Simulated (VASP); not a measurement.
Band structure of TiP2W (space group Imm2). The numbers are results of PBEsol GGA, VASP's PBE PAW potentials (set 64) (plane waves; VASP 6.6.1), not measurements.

Unless said otherwise, spin-orbit coupling is left out, though it shifts the bands of the heavy elements here.

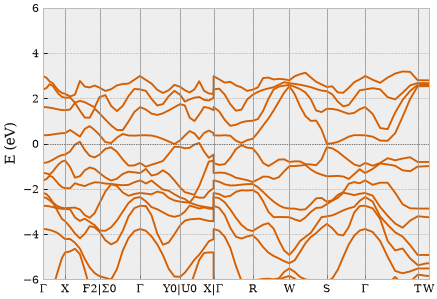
Figure: Bands along high-symmetry lines, zero at the valence-band maximum or, without a gap, the Fermi level

Problem. Read the plot: is there a gap, and where are the band edges?

Solution. It has no gap at this level: it comes out as a metal or semimetal. (Edges off the drawn lines would not show.)

The structure comes from a computed database's TiP2W entry (Imm2); how it stands against other phases isn't given here. It was relaxed first.
